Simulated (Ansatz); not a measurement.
# C2H5BBr (SMILES CC[B]Br): levels of theory compared

We compute a comparison of 6 runs (UHF/3-21G, UHF/def2-SVP, USVWN5/3-21G, UB3LYP/6-31G*, UCAM-B3LYP/6-31G**, UMP2/def2-SVP) of C2H5BBr. 

The calculation is run with Ansatz 0.2.0.

### 1 Starting point

The species is C2H5BBr (9 atoms), meant as a doublet with charge 0. As SMILES, `CC[B]Br`. The shape is that of a PBE0-D4/def2-TZVP optimisation. This is one conformer, not always the lowest.

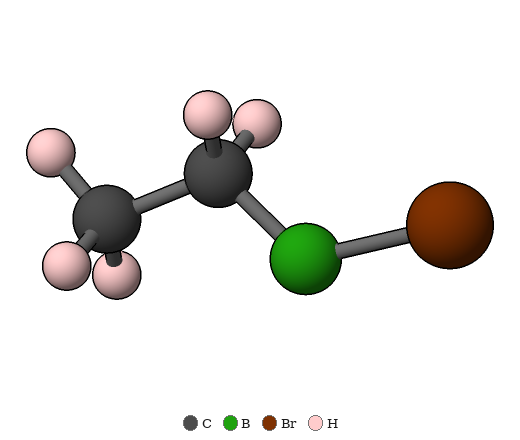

Viewed from a chosen angle; carbon dark grey, boron green, bromine brown, hydrogen pink.

### 2 Energy and gradient at UHF/3-21G (run 1)

molecule.yaml

```yaml
crystal:
  periodic: [false, false, false]
  atoms:
    - {symbol: C, position_ang: [-0.333800, 1.062300, 0.382300]}
    - {symbol: C, position_ang: [0.360600, -0.190200, -0.140300]}
    - {symbol: B, position_ang: [-0.509000, -1.460800, -0.282800]}
    - {symbol: Br, position_ang: [0.093400, -3.142500, -0.902300]}
    - {symbol: H, position_ang: [-1.157700, 1.356700, -0.270700]}
    - {symbol: H, position_ang: [-0.750900, 0.894600, 1.377200]}
    - {symbol: H, position_ang: [0.360300, 1.903300, 0.446800]}
    - {symbol: H, position_ang: [0.812400, -0.006600, -1.126800]}
    - {symbol: H, position_ang: [1.213300, -0.463000, 0.499600]}
basis:
  gaussian:
    orbitals: 3-21G-spherical.json
magnetization:
  spin_polarized: true
  initial_magnetization: 1
hamiltonian:
  xc: hf
accuracy: high
output:
  forces: true
  orbitals: {seedname: orbitals}
```

The basis set 3-21G is read from a file made from the Basis Set Exchange's data (not shown).

On the command line:

```
$ ansatz run molecule.yaml --threads 1 --pin off --max-ram 2610MiB --events-out events.jsonl --progress --plain --runs-dir runs
```

The log of the run:

```text
Warning: RAYON_NUM_THREADS=1 ignored (pool sized by the plan → 1); use --threads N
Functional definition: HF
  name "HF"
  exchange = exact_x
  correlation = 0
1229 factors; integrals over basis functions are off by at most 9.5e-9 eV
mean field evaluation 1: about -72455.8384 eV, gradient 1.5e1 eV
mean field evaluation 2: about -72456.1058 eV, gradient 1.5e1 eV
mean field evaluation 4: about -72457.7815 eV, gradient 2.0e0 eV
mean field evaluation 8: about -72457.8452 eV, gradient 2.8e-1 eV
mean field evaluation 16: about -72457.8470 eV, gradient 2.2e-6 eV
mean field -72457.84702530 eV, -2662.7767644871 hartree, gradient 6.6e-8 eV, S^2 0.753425; 0 other end points of the search recorded, 0 dependent functions left out
the calculation of the forces begins
reference -72457.84702530 eV, -2662.7767644871 hartree; 29, 28 occupied and 30, 31 virtual orbitals, 1229 factors
Total energy: -72457.84702530 eV, -2662.7767644871 hartree
Atom 0 at    -0.333800     1.062300     0.382300 Å, force    -0.430070     0.673066     0.295481 eV/Å
Atom 1 at     0.360600    -0.190200    -0.140300 Å, force     0.940120    -0.333397    -0.325339 eV/Å
Atom 2 at    -0.509000    -1.460800    -0.282800 Å, force    -0.809004     0.739889     0.406550 eV/Å
Atom 3 at     0.093400    -3.142500    -0.902300 Å, force     0.381624    -1.124762    -0.409095 eV/Å
Atom 4 at    -1.157700     1.356700    -0.270700 Å, force     0.219442    -0.074871     0.141074 eV/Å
Atom 5 at    -0.750900     0.894600     1.377200 Å, force     0.125706     0.031696    -0.238861 eV/Å
Atom 6 at     0.360300     1.903300     0.446800 Å, force    -0.172937    -0.248182    -0.026869 eV/Å
Atom 7 at     0.812400    -0.006600    -1.126800 Å, force    -0.085512     0.120699     0.248202 eV/Å
Atom 8 at     1.213300    -0.463000     0.499600 Å, force    -0.169370     0.215863    -0.091143 eV/Å
Dipole moment:     0.105691     0.349050     0.071856 e Å
```

It took 2 s on 1 thread of Arm Neoverse V2, shared host; peak memory 0.3 GiB.

### 3 Energy and forces at UHF/def2-SVP (run 2)

input.yaml

```yaml
crystal:
  periodic: [false, false, false]
  atoms:
    - {symbol: C, position_ang: [-0.333800, 1.062300, 0.382300]}
    - {symbol: C, position_ang: [0.360600, -0.190200, -0.140300]}
    - {symbol: B, position_ang: [-0.509000, -1.460800, -0.282800]}
    - {symbol: Br, position_ang: [0.093400, -3.142500, -0.902300]}
    - {symbol: H, position_ang: [-1.157700, 1.356700, -0.270700]}
    - {symbol: H, position_ang: [-0.750900, 0.894600, 1.377200]}
    - {symbol: H, position_ang: [0.360300, 1.903300, 0.446800]}
    - {symbol: H, position_ang: [0.812400, -0.006600, -1.126800]}
    - {symbol: H, position_ang: [1.213300, -0.463000, 0.499600]}
basis:
  gaussian: {orbitals: def2-SVP}
magnetization: {spin_polarized: true, initial_magnetization: 1}
hamiltonian: {xc: hf}
accuracy: high
output: {forces: true, orbitals: {seedname: orbitals}}
```

On the command line:

```
$ ansatz run input.yaml --threads 1 --pin off --max-ram 2610MiB --events-out events.jsonl --progress --plain --runs-dir runs
```

The log of the run (excerpt; [...] marks lines left out):

```text
Warning: RAYON_NUM_THREADS=1 ignored (pool sized by the plan → 1); use --threads N
[... 2 set-up lines as earlier in the session ...]
[...]
2223 factors; integrals over basis functions are off by at most 8.8e-9 eV
[...]
mean field -72799.65509444 eV, -2675.3379793421 hartree, gradient 1.9e-8 eV, S^2 0.754441; 0 other end points of the search recorded, 0 dependent functions left out
[...]
reference -72799.65509444 eV, -2675.3379793421 hartree; 29, 28 occupied and 70, 71 virtual orbitals, 2223 factors
Total energy: -72799.65509444 eV, -2675.3379793421 hartree
Atom 0 at    -0.333800     1.062300     0.382300 Å, force    -0.060512     0.117925     0.048588 eV/Å
Atom 1 at     0.360600    -0.190200    -0.140300 Å, force     0.533065     0.259147    -0.058697 eV/Å
Atom 2 at    -0.509000    -1.460800    -0.282800 Å, force    -0.519646    -0.035699     0.117845 eV/Å
Atom 3 at     0.093400    -3.142500    -0.902300 Å, force     0.171368    -0.426351    -0.161634 eV/Å
Atom 4 at    -1.157700     1.356700    -0.270700 Å, force     0.014674     0.020176     0.012497 eV/Å
Atom 5 at    -0.750900     0.894600     1.377200 Å, force     0.010087     0.025452    -0.006310 eV/Å
Atom 6 at     0.360300     1.903300     0.446800 Å, force    -0.035350    -0.020585     0.003019 eV/Å
Atom 7 at     0.812400    -0.006600    -1.126800 Å, force    -0.044222     0.015609     0.073486 eV/Å
Atom 8 at     1.213300    -0.463000     0.499600 Å, force    -0.069464     0.044327    -0.028794 eV/Å
Dipole moment:     0.119334     0.287737     0.051322 e Å
```

Wall time 7.8 s (1 thread of Arm Neoverse V2, shared host); peak memory 0.42 GiB.

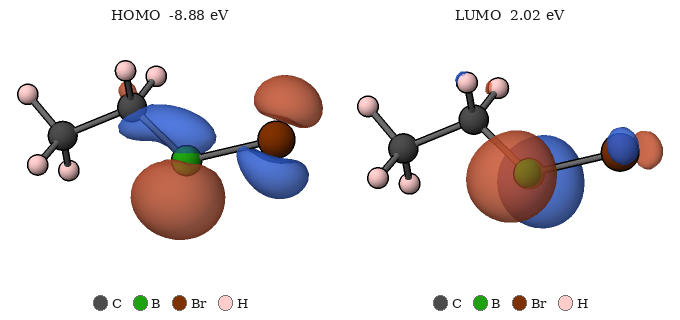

Frontier orbitals of this run (spin up), surfaces at ±0.2 Å^-3/2.

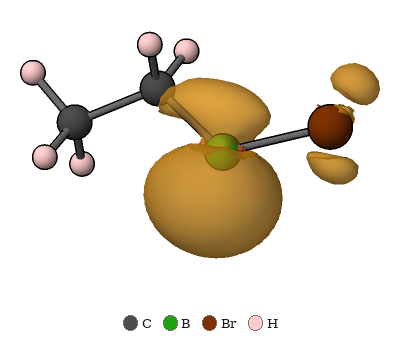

Spin density, surfaces at ±0.03 e/Å³.

Run 3 isn't shown in full; the table further down has it.

### 4 Energy and forces at UB3LYP/6-31G(d) (spherical functions) (run 4)

job.yaml

```yaml
crystal:
  periodic: [false, false, false]
  atoms:
    - {symbol: C, position_ang: [-0.333800, 1.062300, 0.382300]}
    - {symbol: C, position_ang: [0.360600, -0.190200, -0.140300]}
    - {symbol: B, position_ang: [-0.509000, -1.460800, -0.282800]}
    - {symbol: Br, position_ang: [0.093400, -3.142500, -0.902300]}
    - {symbol: H, position_ang: [-1.157700, 1.356700, -0.270700]}
    - {symbol: H, position_ang: [-0.750900, 0.894600, 1.377200]}
    - {symbol: H, position_ang: [0.360300, 1.903300, 0.446800]}
    - {symbol: H, position_ang: [0.812400, -0.006600, -1.126800]}
    - {symbol: H, position_ang: [1.213300, -0.463000, 0.499600]}
basis:
  gaussian:
    orbitals: 6-31G_st_-spherical.json
output:
  forces: true
  orbitals: {seedname: orbitals}
magnetization:
  spin_polarized: true
  initial_magnetization: 1
accuracy: high
hamiltonian:
  xc: {name: B3LYP}
```

The basis set 6-31G* is read from a file made from the Basis Set Exchange's data (not shown).

On the command line:

```
$ ansatz run job.yaml --threads 1 --pin off --max-ram 2610MiB --events-out events.jsonl --progress --plain --runs-dir runs
```

The log of the run (excerpt; [...] marks lines left out):

```text
Warning: RAYON_NUM_THREADS=1 ignored (pool sized by the plan → 1); use --threads N
Functional definition: B3LYP
  name "B3LYP"
[...]
1891 factors; integrals over basis functions are off by at most 6.2e-9 eV
[...]
mean field -72869.64722017 eV, -2677.9101425202 hartree, gradient 3.9e-8 eV, S^2 0.751766; 0 other end points of the search recorded, 0 dependent functions left out
[...]
reference -72869.64725558 eV, -2677.9101438216 hartree; 29, 28 occupied and 55, 56 virtual orbitals, 1891 factors
Total energy: -72869.64725558 eV, -2677.9101438216 hartree
Atom 0 at    -0.333800     1.062300     0.382300 Å, force    -0.088889     0.168160     0.069600 eV/Å
Atom 1 at     0.360600    -0.190200    -0.140300 Å, force     0.228641    -0.112013    -0.087828 eV/Å
Atom 2 at    -0.509000    -1.460800    -0.282800 Å, force    -0.353542     0.152309     0.129688 eV/Å
Atom 3 at     0.093400    -3.142500    -0.902300 Å, force     0.147302    -0.437444    -0.158832 eV/Å
Atom 4 at    -1.157700     1.356700    -0.270700 Å, force    -0.094772     0.049278    -0.067044 eV/Å
Atom 5 at    -0.750900     0.894600     1.377200 Å, force    -0.049612    -0.001898     0.115517 eV/Å
Atom 6 at     0.360300     1.903300     0.446800 Å, force     0.070025     0.108087     0.013083 eV/Å
Atom 7 at     0.812400    -0.006600    -1.126800 Å, force     0.051001     0.058849    -0.085838 eV/Å
Atom 8 at     1.213300    -0.463000     0.499600 Å, force     0.089846     0.014673     0.071655 eV/Å
Dipole moment:     0.134812     0.277125     0.044534 e Å
```

Run time: 18 s. Hardware: 1 thread of Arm Neoverse V2, shared host; peak memory 0.43 GiB.

Run 5 isn't shown in full; the table further down has it.

### 5 Energy and gradient at UMP2/def2-SVP (run 6)

Edit molecule.yaml of step 2 so:

```diff
@@ -14,3 +14,3 @@
   gaussian:
-    orbitals: 3-21G-spherical.json
+    orbitals: def2-SVP
 magnetization:
@@ -18,7 +18,6 @@
   initial_magnetization: 1
-hamiltonian:
-  xc: hf
+correlation:
+  method: mp2
+  frozen_orbitals: {B: 1, Br: 9, C: 1, H: 0}
 accuracy: high
-output:
-  forces: true
-  orbitals: {seedname: orbitals}
+output: {forces: true, orbitals: {seedname: orbitals}}
```

On the command line:

```
$ ansatz run molecule.yaml --threads 1 --pin off --max-ram 2610MiB --events-out events.jsonl --progress --plain --runs-dir runs
```

The log of the run (excerpt; [...] marks lines left out):

```text
Warning: RAYON_NUM_THREADS=1 ignored (pool sized by the plan → 1); use --threads N
[... 2 set-up lines as earlier in the session ...]
[...]
2223 factors; integrals over basis functions are off by at most 8.8e-9 eV
[...]
mean field -72799.65509444 eV, -2675.3379793421 hartree, gradient 1.9e-8 eV, S^2 0.754441; 0 other end points of the search recorded, 0 dependent functions left out
12 core orbitals not correlated: weight in the atoms' cores, before any rotation towards them, 1.000 or more for the frozen orbitals, at most 0.000 for the correlated occupied ones
reference -72799.65509444 eV, -2675.3379793421 hartree; 17, 16 occupied and 70, 71 virtual orbitals, 2223 factors
second order -15.71965009 eV of doubles, -0.00000000 eV of singles
[...]
Total energy: -72815.37474453 eV, -2675.9156658278 hartree
Atom 0 at    -0.333800     1.062300     0.382300 Å, force     0.060942    -0.086077    -0.038636 eV/Å
Atom 1 at     0.360600    -0.190200    -0.140300 Å, force     0.068431     0.235840     0.049356 eV/Å
Atom 2 at    -0.509000    -1.460800    -0.282800 Å, force    -0.261144    -0.313861    -0.023749 eV/Å
Atom 3 at     0.093400    -3.142500    -0.902300 Å, force     0.021904    -0.018105    -0.010449 eV/Å
Atom 4 at    -1.157700     1.356700    -0.270700 Å, force    -0.182348     0.065212    -0.154786 eV/Å
Atom 5 at    -0.750900     0.894600     1.377200 Å, force    -0.087890    -0.041989     0.227498 eV/Å
Atom 6 at     0.360300     1.903300     0.446800 Å, force     0.147246     0.191545     0.017431 eV/Å
Atom 7 at     0.812400    -0.006600    -1.126800 Å, force     0.077748     0.027688    -0.190098 eV/Å
Atom 8 at     1.213300    -0.463000     0.499600 Å, force     0.155110    -0.060254     0.123433 eV/Å
Dipole moment:     0.170894     0.221201     0.019994 e Å
```

Run time: 22 s. Hardware: 1 thread of Arm Neoverse V2, shared host; peak memory 0.52 GiB.

### 6 All runs side by side

```csv
run,level,frozen core orbitals,energy (Eh),dipole moment (D),HOMO energy (eV),LUMO energy (eV),wall time
1,UHF/3-21G,–,-2662.776764,1.79,-8.76,2.13,2 s
2,UHF/def2-SVP,–,-2675.337979,1.52,-8.88,2.02,7.8 s
3,USVWN5/3-21G,–,-2660.639073,1.61,-3.95,-2.42,4.5 s
4,UB3LYP/6-31G* (spherical functions),–,-2677.910144,1.50,-5.20,-1.47,18 s
5,UCAM-B3LYP/6-31G** (spherical functions),–,-2677.938019,1.55,-6.81,-0.07,24 s
6,UMP2/def2-SVP,12,-2675.915666,1.35,-8.88,2.02,22 s
```

### 7 Summary of results

| quantity | value |
| --- | --- |
| run 6: total energy | -2675.91567 Eh |
| run 6: dipole moment (correlated density) | 1.35 D |
| run 6: HOMO energy (Hartree–Fock orbitals) (highest over α and β) | -8.88 eV |
| run 6: LUMO energy (Hartree–Fock orbitals) (lowest over α and β) | 2.02 eV |
| run 6: correlation energy (12 core orbitals frozen) | -577.7 mEh |
| run 6: ⟨S²⟩ of the reference determinant | 0.754 |
| run 6: largest force on an atom | 0.409 eV/Å |

What this shows: The dipole moment (its size) runs from 1.35 D (UMP2/def2-SVP) to 1.79 D (UHF/3-21G). The two ends differ in method and basis. Totals of different functionals can't be ranked against each other. All runs together took 78 s, the longest 24 s.
